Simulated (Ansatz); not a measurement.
Complex (SMILES): F (HF) with F (HF), atoms 1 to 2 the first; geometry from NCB31 set, monomers rigid:
```xyz
4

F      1.3237    -0.0902     0.0000
H      1.7404     0.7334     0.0000
F     -1.4572     0.0193     0.0000
H     -0.5393    -0.0947     0.0001
```

Basis-set convergence of the counterpoise-corrected interaction energy at HF with Ansatz (a program for electronic structure). Cartesian d functions, on some or all atoms, in 6-31G*, 6-31G**; all else is spherical. No added dispersion term, no relativity. Functions are those of the species that has most. Reference: the value in aug-cc-pV5Z, -3.89 kcal/mol. Deviations are taken from unrounded values.

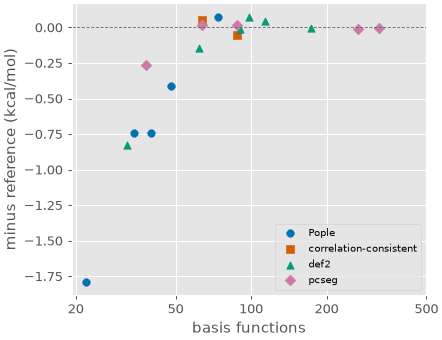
Figure. Deviation from the reference against the number of basis functions, by family of sets.

```csv
basis,functions,counterpoise-corrected interaction energy (kcal/mol),minus reference (kcal/mol)
6-31G,22,-5.68,-1.79
def2-SV(P),32,-4.72,-0.83
6-31G*,34,-4.63,-0.74
pcseg-1,38,-4.16,-0.27
6-31G**,40,-4.64,-0.74
6-311G**,48,-4.30,-0.41
def2-SVPD,62,-4.03,-0.14
aug-cc-pVDZ,64,-3.84,0.05
aug-pcseg-1,64,-3.87,0.02
"6-311++G(2d,2p)",74,-3.82,0.07
cc-pVTZ,88,-3.95,-0.06
pcseg-2,88,-3.87,0.02
def2-TZVPP,90,-3.90,-0.01
def2-TZVPD,98,-3.82,0.08
def2-TZVPPD,114,-3.84,0.05
def2-QZVPP,174,-3.89,0.00
aug-pcseg-3,268,-3.90,-0.01
pcseg-4,324,-3.89,0.00
```
